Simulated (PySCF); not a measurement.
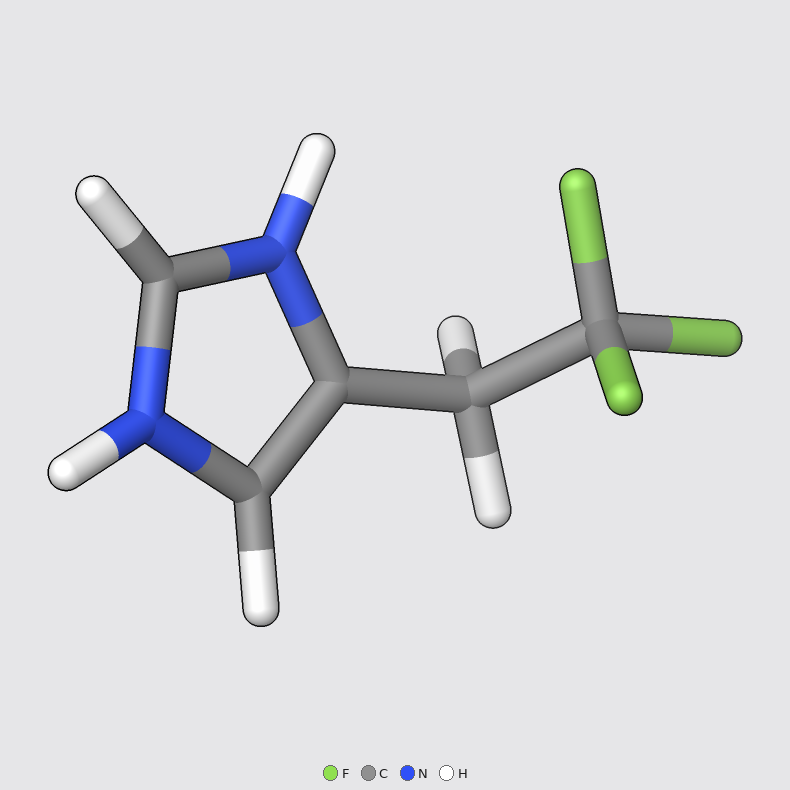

Stick drawing of a structure.

State: charge +1, singlet. The computed structure is the end point of a GFN2-xTB optimisation. No frequency run is at hand to confirm it as a minimum.

Count the atoms of each element.

C5H6F3N2(+), 16 atoms: 5 carbon, 6 hydrogen, 3 fluorine and 2 nitrogen.

Which point group does it belong to?

C1.

Does it have rings?

Independent rings (smallest set): 1 of 5 members, 1 of them aromatic.

The parts below concern this one geometry. Atoms keep their numbers from picture to picture.

### Geometry

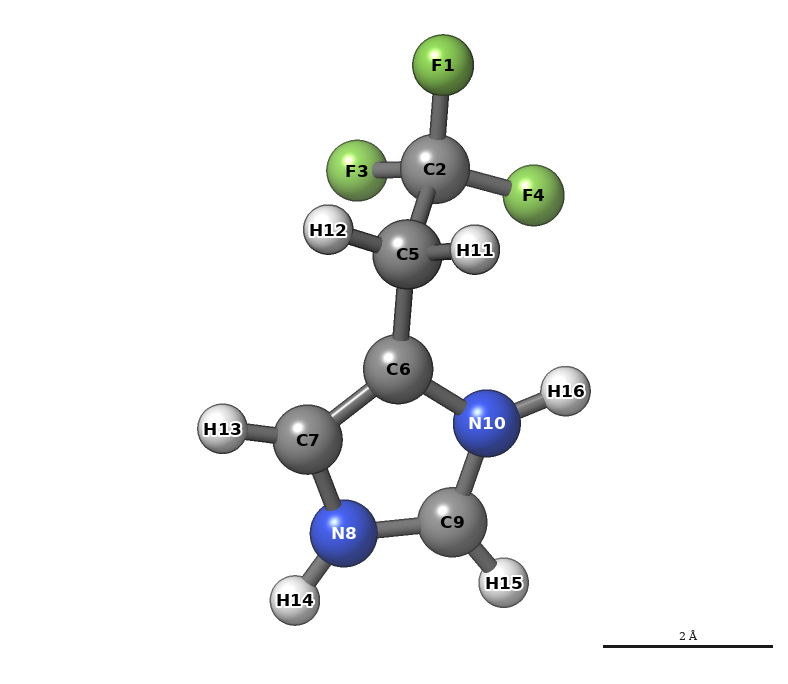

Atoms carry their numbers in the input. No frequency run is at hand to confirm it as a minimum.

What are the angles F1–C2–F3, F1–C2–C5, C2–C5–H12, F3–C2–F4, F3–C2–C5, F4–C2–C5, C6–C5–H12, C6–C7–H13, C7–C6–N10, C7–N8–C9, C7–N8–H14, N8–C9–H15?

```json
{"angle": "F1–C2–F3", "degrees": "108.7"}
{"angle": "F1–C2–C5", "degrees": "112.2"}
{"angle": "C2–C5–H12", "degrees": "108.2"}
{"angle": "F3–C2–F4", "degrees": "106.5"}
{"angle": "F3–C2–C5", "degrees": "111.2"}
{"angle": "F4–C2–C5", "degrees": "110.1"}
{"angle": "C6–C5–H12", "degrees": "110.6"}
{"angle": "C6–C7–H13", "degrees": "129.9"}
{"angle": "C7–C6–N10", "degrees": "106.1"}
{"angle": "C7–N8–C9", "degrees": "109.2"}
{"angle": "C7–N8–H14", "degrees": "125.1"}
{"angle": "N8–C9–H15", "degrees": "126.0"}
```

### Bond orders

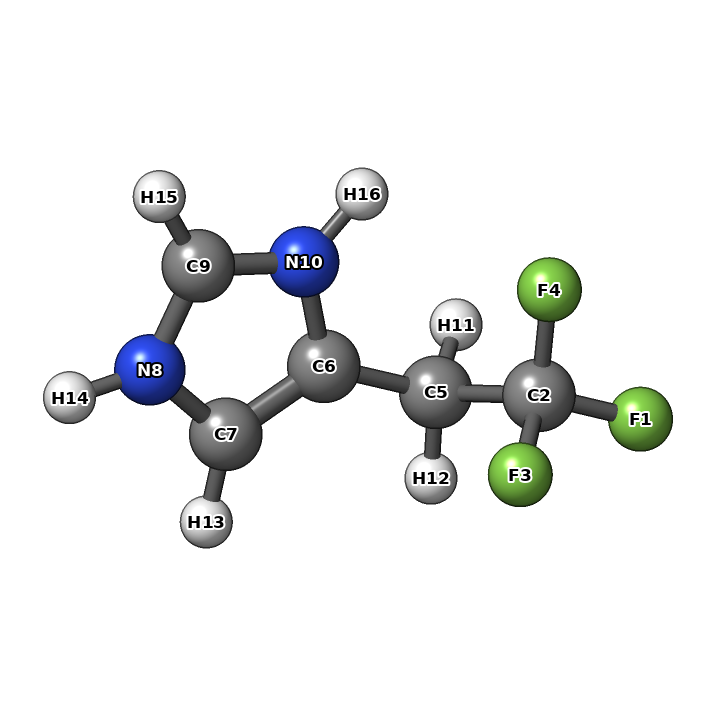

The thickness of each stick grows with its Mayer bond order. No frequency run is at hand to confirm it as a minimum. Computed with PBE0/pcSseg-1 (PySCF 2.14.0).

Which bond between heavy atoms has the highest Mayer bond order?

C6–C7, 1.61, at a length of 1.367 Å.

List the Mayer bond orders of F1–C2, C2–F3, C2–F4, C2–C5, C5–C6, C6–C7, C6–N10, C7–N8, N8–C9, C9–N10 (bonds between heavy atoms, one of each equivalent set).

```
  bond  Mayer order  length (Å)
 F1–C2         1.05       1.320
 C2–F3         1.02       1.335
 C2–F4         0.96       1.347
 C2–C5         1.01       1.536
 C5–C6         1.01       1.487
 C6–C7         1.61       1.367
C6–N10         1.09       1.371
 C7–N8         1.14       1.362
 N8–C9         1.31       1.326
C9–N10         1.33       1.328
```

### NMR shielding

The questions are on isotropic NMR shieldings of the C atoms. No frequency run is at hand to confirm it as a minimum. Method: GIAO PBE0/pcSseg-1 NMR shielding, non-relativistic, gas phase (PySCF 2.14.0).

List the isotropic NMR shieldings of the C atoms.

| atom | σ (ppm) |
| --- | --- |
| C2 | 55.0 |
| C5 | 151.1 |
| C6 | 50.1 |
| C7 | 59.7 |
| C9 | 49.3 |

### Electronic properties

No frequency run is at hand to confirm it as a minimum. Level of theory: PBE0/def2-SVPD, gas phase (PySCF 2.14.0). Excitations: vertical, linear response.

Computed properties:

- HOMO energy (Kohn–Sham orbital): −12.63 eV
- LUMO energy (Kohn–Sham orbital): −5.71 eV
- HOMO–LUMO gap: 6.93 eV
- mean static polarisability: 67.0 bohr³
- lowest vertical singlet excitation: 6.19 eV
- its oscillator strength: 0.159

### Charges

The questions are on IAO charges. No frequency run is at hand to confirm it as a minimum. Method: PBE0/pcSseg-1, gas phase (PySCF 2.14.0).

Which atom carries the highest charge (most positive or least negative)?

C2 (0.82 e).

And the lowest?

C5 (−0.33 e).

Give the IAO charges atom by atom.

| atom | value (e) |
| --- | --- |
| F1 | −0.25 |
| C2 | 0.82 |
| F3 | −0.27 |
| F4 | −0.29 |
| C5 | −0.33 |
| C6 | 0.09 |
| C7 | −0.07 |
| N8 | −0.16 |
| C9 | 0.10 |
| N10 | −0.17 |
| H11 | 0.20 |
| H12 | 0.20 |
| H13 | 0.22 |
| H14 | 0.34 |
| H15 | 0.23 |
| H16 | 0.34 |
